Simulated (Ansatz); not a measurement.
```tsv
atom	x (Å)	y (Å)	z (Å)
Si	0.3380	0.0598	-0.0213
H	1.7932	-0.1365	-0.1694
O	-0.4529	-1.3744	-0.1284
H	-0.2604	-1.9373	-0.8792
O	-0.0490	1.1308	-1.1875
O	-0.0930	0.6728	1.4298
H	-0.9137	1.5428	-1.1426
H	-0.3624	0.0419	2.0988
```

The reactant side of a reaction path; geometry: PBE0-D4/def2-TZVP.

Computed with Ansatz 0.2.0, RKS PBE0-D4/def2-TZVPP.

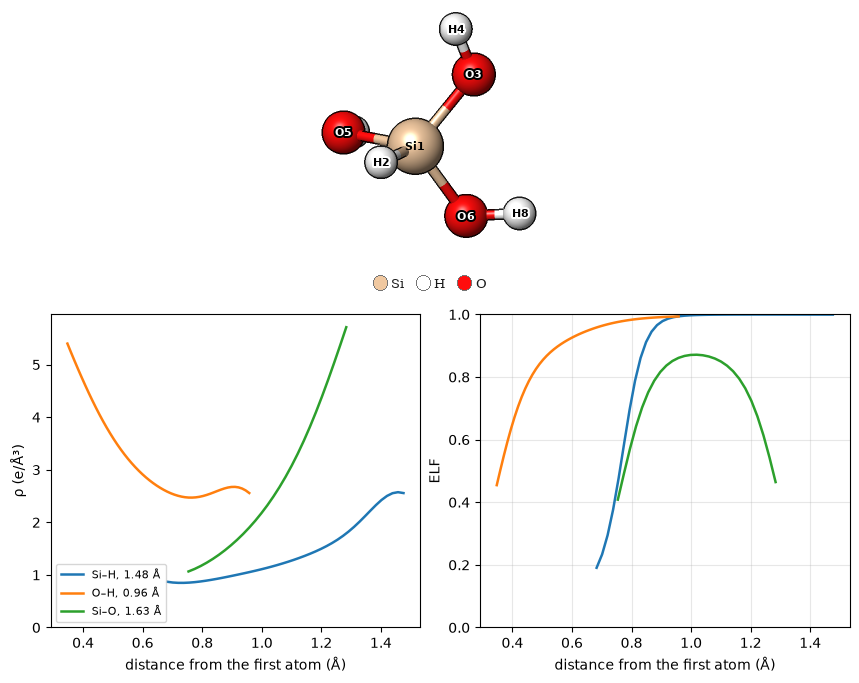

H$_{4}$O$_{3}$Si. Total electron density and ELF along straight lines between neighbouring atoms. The curves leave out the atomic cores. The structure is drawn too.

### Compare the contacts.

Si–H (1.48 Å): the density is about 0.85 e/Å³ at the midpoint; the ELF climbs to about 1 towards the hydrogen, as it does in any bond to H.
O–H (0.96 Å): the density is about 3.8 e/Å³ at the midpoint; the ELF climbs to about 1 towards the hydrogen (an ordinary covalent bond to hydrogen).
Si–O (1.63 Å): ρ at the midpoint is about 1.2 e/Å³; the ELF peaks at about 0.85 between the atoms (a polar covalent bond).
